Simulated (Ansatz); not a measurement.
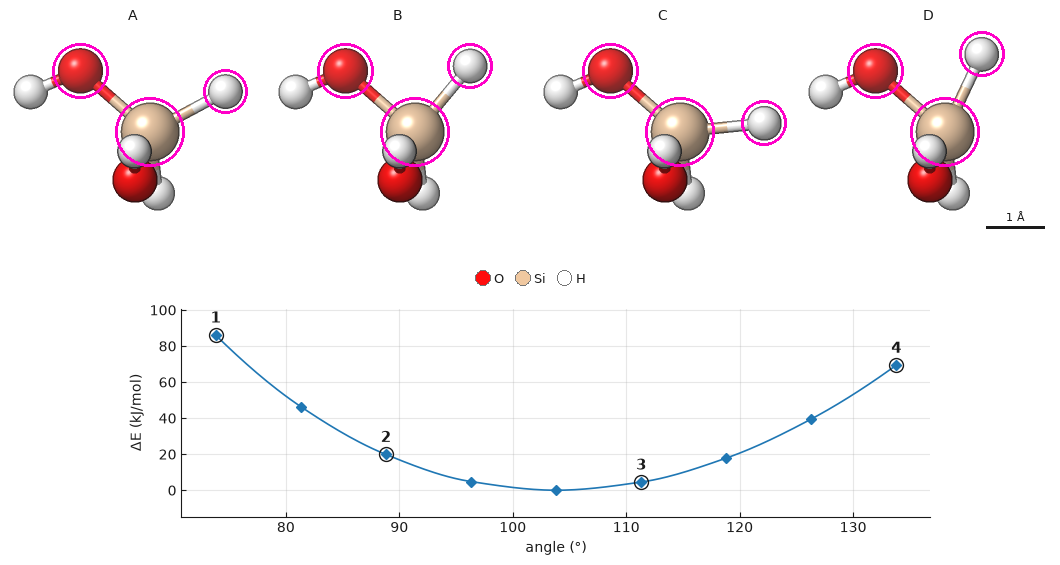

Energy scan for SiH₄O₂, in which one H–Si–O angle is varied, with the rest of the molecule carried along rigidly. The frames are shuffled; the numbered points of the plot belong to them. Style: ball-and-stick. Shown onto the plane of the angle. The ringed atoms are those of the scanned coordinate.

Computed with Ansatz: r2SCAN-D4, basis def2-TZVPP, on geometries moved rigidly from the minimum at PBE0-D4/def2-TZVP. Energies are counted from the PBE0-D4/def2-TZVP minimum geometry at the same level.

Match the frames to the points.

Answer. Point 1 is frame D (the angle 73.8°, 86.1 kJ/mol); 2 is frame B (the angle 88.8°, 19.9 kJ/mol); 3 is frame A (the angle 111.3°, 4.5 kJ/mol); 4 is frame C (the angle 133.8°, 69.4 kJ/mol). The lowest computed point lies at the angle 103.8° (0.0 kJ/mol). The end points stand at 86.1 kJ/mol (73.8°) and 69.4 kJ/mol (133.8°). The curvature at the lowest point is about 5.7 eV/rad².
